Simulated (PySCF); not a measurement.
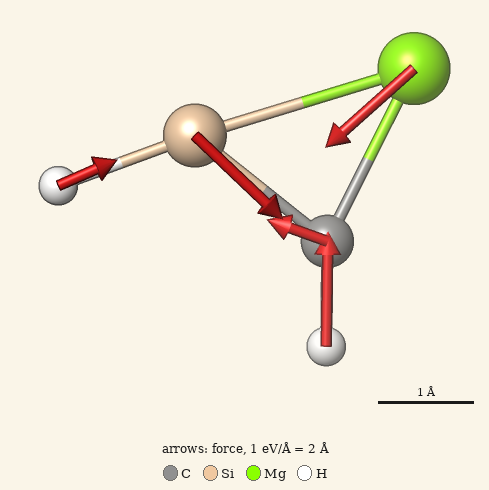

Starting geometry of CH2MgSi with the computed forces as red arrows. A ball-and-stick model, seen face on.

It is one of the separated reactants of a reaction.

The calculation used RKS PBE0-D4/def2-TZVP, density fitting (PySCF). 

**Is this structure relaxed? If not, where do the atoms go?**

It isn't relaxed: the largest force vector, on the Si atom, is 0.65 eV/Å. The atoms end up moving mostly along the starting forces (cosine between the two patterns 0.87). The energy falls by 0.036 eV in 6 geometry steps. The atom that moves furthest after the best rigid fit is the Mg atom (0.047 Å). By element the largest moves are Mg 0.047 Å, H 0.035 Å, Si 0.028 Å, C 0.003 Å. Among the contacts that change: Mg–Si 2.428 → 2.371 Å, C–Mg 2.034 → 2.001 Å, C–Si 1.803 → 1.773 Å, H–Si 1.541 → 1.516 Å. The run took 46 s on 2 threads of Oxide Virtual Turin-like, on a shared host.
